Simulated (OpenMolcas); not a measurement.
## SiNH4ClO (SMILES N[SiH](O)Cl): methods side by side

SiNH4ClO has 8 atoms, charge 0, and is taken as a singlet. As SMILES, `N[SiH](O)Cl`. Geometry: relaxed at PBE0-D4/def2-TZVP. This is one conformer, not always the lowest.

```jsonl
{"atom": "N", "x (Å)": "-0.7498", "y (Å)": "0.8856", "z (Å)": "-0.2890"}
{"atom": "Si", "x (Å)": "0.5244", "y (Å)": "-0.2262", "z (Å)": "-0.1153"}
{"atom": "O", "x (Å)": "0.5513", "y (Å)": "-0.8613", "z (Å)": "1.3869"}
{"atom": "Cl", "x (Å)": "0.1731", "y (Å)": "-1.6416", "z (Å)": "-1.5669"}
{"atom": "H", "x (Å)": "-1.2172", "y (Å)": "0.9980", "z (Å)": "-1.1727"}
{"atom": "H", "x (Å)": "-0.8069", "y (Å)": "1.7124", "z (Å)": "0.2830"}
{"atom": "H", "x (Å)": "1.8967", "y (Å)": "0.2772", "z (Å)": "-0.3086"}
{"atom": "H", "x (Å)": "-0.2795", "y (Å)": "-1.2012", "z (Å)": "1.7267"}
```

Each level gives the dipole moment (D). The values are calculated.

```csv
level,kind,program,value (D)
BLYP/6-31G* (spherical functions),GGA,OpenMolcas,2.90
PBE/6-31G* (spherical functions),GGA,OpenMolcas,2.94
TPSS/6-31G* (spherical functions),meta-GGA,OpenMolcas,2.96
r2SCAN/6-31G* (spherical functions),meta-GGA,OpenMolcas,3.01
B3LYP/6-31G* (spherical functions),global hybrid,OpenMolcas,2.94
BHLYP/6-31G* (spherical functions),global hybrid,OpenMolcas,2.97
M06-2X/6-31G* (spherical functions),hybrid meta-GGA,OpenMolcas,2.99
B3LYP/6-31G* (Cartesian functions),global hybrid,OpenMolcas,2.93
```

The values span 2.90 to 3.01 D. Magnitudes only.

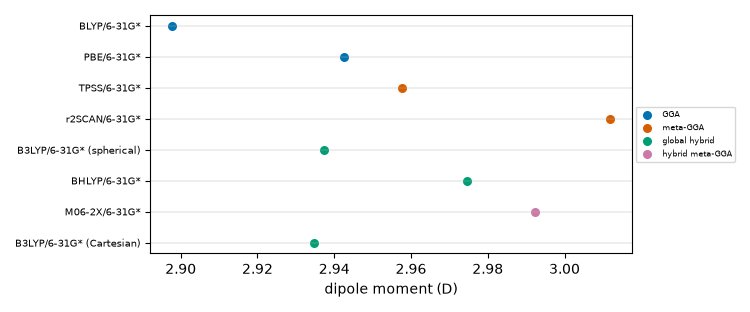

The values of the table, level by level.
